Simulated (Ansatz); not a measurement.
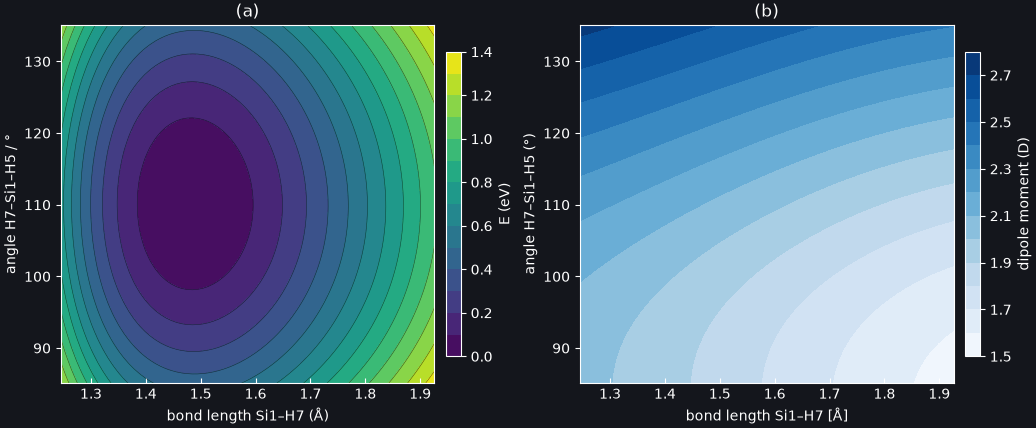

Si(NCO)H3. Coordinates scanned: (1) bond length Si1–H7; (2) angle H7–Si1–H5. Nothing is relaxed (all other coordinates rigid). Grid: 15 × 15 points. Points are written as (first, second). Energies are in eV, from the relaxed molecule at the same level. All numbers below come from RKS PBE0-D4/def2-TZVP in Ansatz.

Panel (a) is the energy and panel (b) the computed dipole moment on the same grid.

In the figure: filled contours. Between grid points the surface is interpolated.

> How does the dipole moment vary over the map, and what is it at the lowest grid point?

Leaving out the highest fifth of the energies, it runs from 1.66 D at (1.780 Å, 88.6°) to 2.68 D at (1.342 Å, 135.1°). At the lowest grid point, (1.488 Å, 110.1°), it is 2.09 D.

```csv
"angle H7–Si1–H5 ↓, bond length Si1–H7 →",1.245,1.293,1.342,1.391,1.439,1.488,1.537,1.585,1.634,1.683,1.732,1.780,1.829,1.878,1.926
135.1,2.73,2.71,2.68,2.66,2.63,2.60,2.58,2.55,2.53,2.50,2.48,2.46,2.44,2.42,2.40
131.5,2.66,2.63,2.61,2.58,2.55,2.52,2.50,2.47,2.44,2.42,2.39,2.37,2.35,2.33,2.32
127.9,2.58,2.55,2.53,2.50,2.47,2.44,2.42,2.39,2.36,2.33,2.31,2.29,2.27,2.25,2.23
124.3,2.50,2.48,2.45,2.42,2.39,2.36,2.34,2.31,2.28,2.25,2.23,2.20,2.18,2.16,2.15
120.8,2.43,2.40,2.38,2.35,2.32,2.29,2.26,2.23,2.20,2.18,2.15,2.12,2.10,2.08,2.07
117.2,2.36,2.33,2.30,2.28,2.25,2.22,2.19,2.16,2.13,2.10,2.07,2.05,2.02,2.00,1.99
113.6,2.29,2.27,2.24,2.21,2.18,2.15,2.12,2.09,2.06,2.03,2.00,1.97,1.95,1.93,1.91
110.1,2.23,2.21,2.18,2.15,2.12,2.09,2.06,2.02,1.99,1.96,1.93,1.91,1.88,1.86,1.84
106.5,2.18,2.16,2.13,2.10,2.06,2.03,2.00,1.97,1.93,1.90,1.87,1.84,1.82,1.80,1.78
102.9,2.14,2.11,2.08,2.05,2.02,1.98,1.95,1.92,1.88,1.85,1.82,1.79,1.76,1.74,1.72
99.3,2.10,2.07,2.04,2.01,1.98,1.94,1.91,1.87,1.84,1.80,1.77,1.74,1.72,1.69,1.67
95.8,2.07,2.04,2.01,1.98,1.95,1.91,1.88,1.84,1.80,1.77,1.74,1.71,1.68,1.65,1.63
92.2,2.05,2.02,1.99,1.96,1.92,1.89,1.85,1.82,1.78,1.74,1.71,1.68,1.65,1.62,1.60
88.6,2.04,2.01,1.98,1.95,1.91,1.87,1.84,1.80,1.76,1.73,1.69,1.66,1.63,1.60,1.57
85.1,2.04,2.01,1.97,1.94,1.91,1.87,1.83,1.79,1.75,1.72,1.68,1.65,1.61,1.59,1.56
```
